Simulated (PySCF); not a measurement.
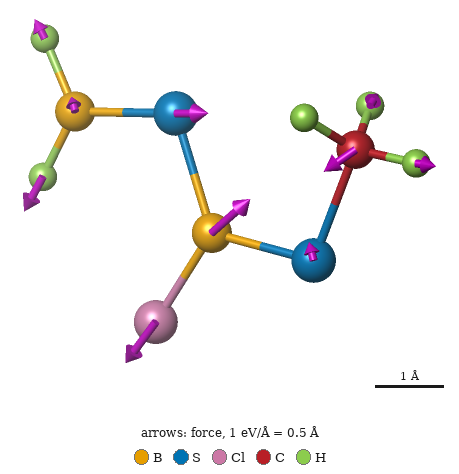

Starting geometry of CH$_{5}$B$_{2}$ClS$_{2}$ with the computed forces as purple arrows. Style: ball-and-stick. Shown at a tilt.

The start comes from GFN2-xTB. Its atoms were then displaced at random by about 0.01 Å.

The calculation used PySCF 2.14.0, density-fitted response routines, PBE0-D3(BJ)/def2-SVP geometry optimisation, gas phase. 

Is this structure relaxed? If not, where do the atoms go?

It isn't relaxed: the largest force vector, on a B atom, is 1.76 eV/Å. The final displacements follow the starting forces only in part (cosine between the two patterns 0.51). After 9 geometry steps the energy has fallen by 3.20 kcal/mol. The atom that moves furthest after the best rigid fit is an H atom (0.071 Å). Largest moves by element: H 0.071 Å, B 0.046 Å, Cl 0.037 Å, S 0.028 Å, C 0.026 Å. Near-neighbour distances that change, for instance: B–Cl 1.691 → 1.754 Å, B–S 1.740 → 1.788 Å, B–H 1.157 → 1.201 Å, B–H 1.179 → 1.204 Å.
